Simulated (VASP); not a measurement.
Band structure of LaBi2ClO4 (space group P4/mmm). These are LDA (Ceperley-Alder, Perdew-Zunger), VASP's LDA PAW potentials (set 64) (plane waves; VASP) values and carry that method's errors.

Unless said otherwise, spin-orbit coupling is left out, though it shifts the bands of the heavy elements here.

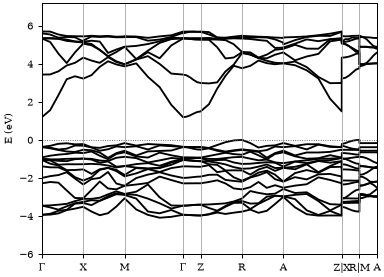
Figure. Bands along high-symmetry lines, zero at the valence-band maximum or, without a gap, the Fermi level

Read the plot: is there a gap, and where are the band edges?

The gap is indirect, 1.19 eV, from the valence maximum at R to the conduction minimum at Γ.

The structure comes from a computed database's LaBi2ClO4 entry (P4/mmm); how it stands against other phases isn't given here. The cell was not relaxed at this level.
